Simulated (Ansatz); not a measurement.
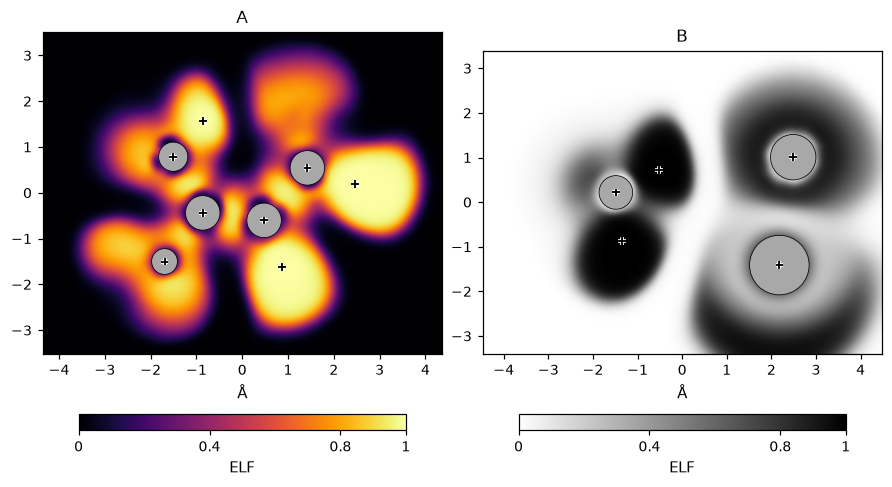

The electron localisation function of 2 systems, each on a plane through atoms (crosses mark nuclei in the plane; grey discs cover the cores).

Computed with Ansatz, RKS PBE0/def2-SVP.

System 1: C3H7NO2, the plane of atoms O3, C2 and C4. 

```yaml
atoms:
  - { symbol: N, position_ang: [-1.0897, 0.9997, 0.7716] }
  - { symbol: C, position_ang: [-0.9403, -0.2931, 0.2966] }
  - { symbol: O, position_ang: [-2.0503, -1.0542, 0.4100] }
  - { symbol: C, position_ang: [0.2085, -0.8026, -0.1967] }
  - { symbol: C, position_ang: [1.3911, 0.0599, -0.5182] }
  - { symbol: O, position_ang: [1.7702, 0.9420, 0.5319] }
  - { symbol: H, position_ang: [-1.8602, 1.5187, 0.3582] }
  - { symbol: H, position_ang: [-2.5664, -0.6996, 1.1460] }
  - { symbol: H, position_ang: [-0.2109, 1.5160, 0.7788] }
  - { symbol: H, position_ang: [0.2455, -1.8768, -0.3851] }
  - { symbol: H, position_ang: [1.1887, 0.7275, -1.3755] }
  - { symbol: H, position_ang: [2.2416, -0.5788, -0.8198] }
  - { symbol: H, position_ang: [1.8968, 0.3977, 1.3190] }
```

System 2: ClIn···CH4, the plane of atoms H2, C3 and H4. Core potentials replace the inner electrons of In.

```yaml
atoms:
  - { symbol: In, position_ang: [-2.1063, 0.8088, 1.9554] }
  - { symbol: H, position_ang: [0.2328, -1.3060, 0.2891] }
  - { symbol: C, position_ang: [0.7139, -0.6807, -0.4775] }
  - { symbol: H, position_ang: [0.2861, 0.3315, -0.4681] }
  - { symbol: Cl, position_ang: [-1.4713, 2.6080, 0.4358] }
  - { symbol: H, position_ang: [0.5538, -1.1365, -1.4637] }
  - { symbol: H, position_ang: [1.7911, -0.6252, -0.2709] }
```

### Which map belongs to which system?

Panel A is system 1, C3H7NO2: the plane holds N, C, O and H. C–C (1.35 Å): the ELF peaks at about 0.95 between the atoms; localised, covalent bonding. Panel B is system 2, ClIn···CH4: the plane holds In, H, C and Cl. In1···H4 (3.44 Å): the ELF dips to about 0 between them: a non-bonded, intermolecular contact.
